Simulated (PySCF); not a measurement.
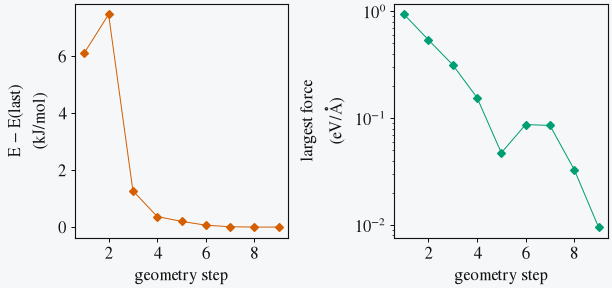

History of a geometry optimisation. The run: trans-1-Chloro-1,1,2-Trifluoroethane (SMILES FCC(F)(F)Cl), by PySCF 2.14.0, density fitting, PBE0-D3(BJ)/def2-SVP, geometry optimisation.

The optimisation met its thresholds at geometry 9, counting the start as the first. The energy fell by about 6.1 kJ/mol from the first step to the last, with a rise at step 2. The largest force goes from about 0.93 eV/Å at the start to 0.01 eV/Å at the end.
